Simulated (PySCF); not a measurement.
SMILES C#C[SiH2]C(F)(F)F (C3H3F3Si) at its PBE/def2-SVP optimised geometry (Å):

```
10

C      1.2590    -0.3727     0.0000
C      0.0307    -0.3727     0.0000
Si    -1.7983    -0.3822    -0.0098
C     -2.4238    -1.4659    -1.4985
F     -2.0103    -0.9805    -2.6955
F     -3.7855    -1.4883    -1.5174
F     -1.9973    -2.7504    -1.4085
H      2.3419    -0.3740    -0.0023
H     -2.3419     0.9996    -0.2087
H     -2.3382    -0.9996     1.2439
```

Computed with PySCF with PBE/def2-TZVP. Cells within 0.4 Å of a nucleus heavier than hydrogen are left out (blank, or x).

Map of the HOMO amplitude (bohr^(-3/2)) on the plane z = 0.0 Å; orbital energy -7.40 eV, overall sign arbitrary:

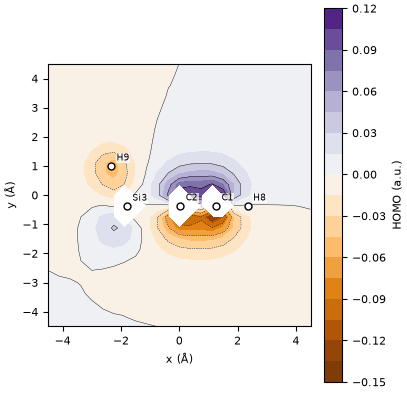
Figure: HOMO amplitude (bohr^(-3/2)) on the plane z = 0.0 Å.
